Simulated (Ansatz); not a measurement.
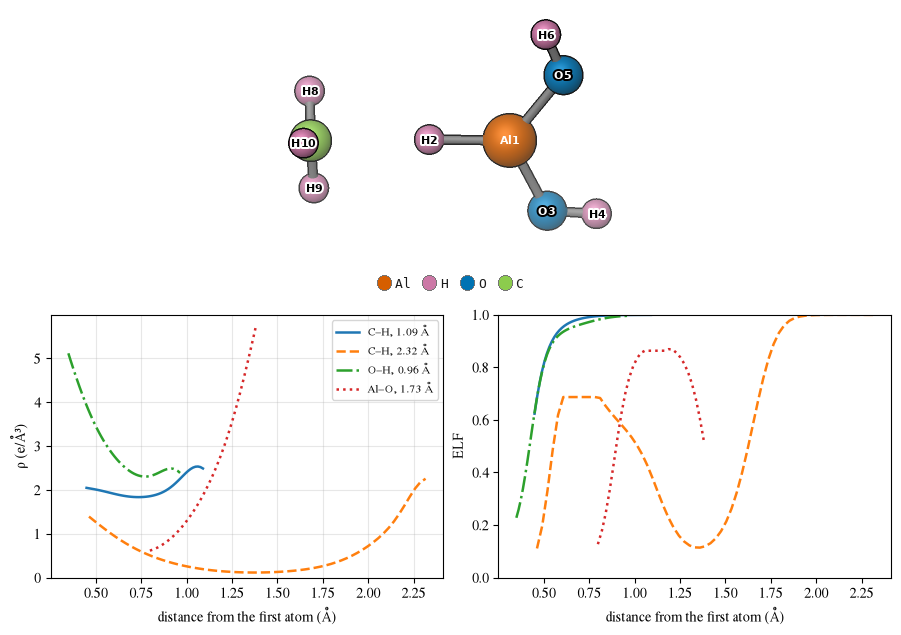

The picture shows: AlH3O2···CH3 (doublet). Electron density and ELF along straight lines between neighbouring atoms. The curves leave out the atomic cores. The structure is drawn too.

Level of theory: Ansatz 0.2.0, UKS B3LYP-D4/cc-pVDZ.

```xyz
10

Al    0.0443   -0.2476   -0.0649
H    -0.0770    0.0070    1.4768
O     1.6283   -0.3185   -0.7468
H     1.7661   -0.4902   -1.6868
O    -1.2994   -0.4854   -1.1315
H    -2.2103   -0.4555   -0.8167
C    -0.0167    0.0472    3.7912
H    -0.6150   -0.8598    3.8843
H     1.0713   -0.0195    3.7681
H    -0.5013    1.0236    3.8214
```

Q: Compare the contacts.

A: C–H (1.09 Å): the density is about 2 e/Å³ at the midpoint; the ELF climbs to about 1 towards the hydrogen, as it does in any bond to H: an ordinary covalent bond to hydrogen.
C7···H2 (2.32 Å): the density falls to about 0.12 e/Å³ on the way; the ELF climbs to about 1 towards the hydrogen.
O–H (0.96 Å): ρ at the midpoint is about 3.6 e/Å³; the ELF climbs to about 1 towards the hydrogen; an ordinary covalent bond to hydrogen.
Al–O (1.73 Å): ρ at the midpoint is about 0.74 e/Å³; the ELF peaks at about 0.85 in the valence shell of O, 0.5 Å from its nucleus, and is about 0.35 at the midpoint.
